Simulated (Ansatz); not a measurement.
The parent structure is SiC (space group Pm-3n, No. 223; a = 5.3574 Å; a hypothetical phase, not in the database extracts checked).

Modification: cell and atoms relaxed at a pressure of 7.5 GPa.

Method: PBE (Ansatz, a first-principles code; PAW; 420 eV plane waves; no spin-orbit coupling).

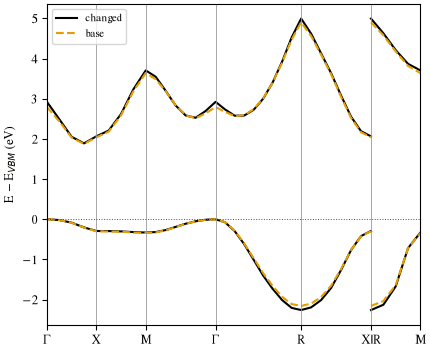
Highest valence and lowest conduction band along the path, each from its own valence-band maximum

### Question
Read the changed gap and its character from the plot.

### Answer
About 1.9 eV, indirect, Γ → Γ–X (75 % along).

Load acts through the strain it causes; cell and atoms are relaxed under it. No phonon test of stability was made. Competing high-pressure phases were not computed.
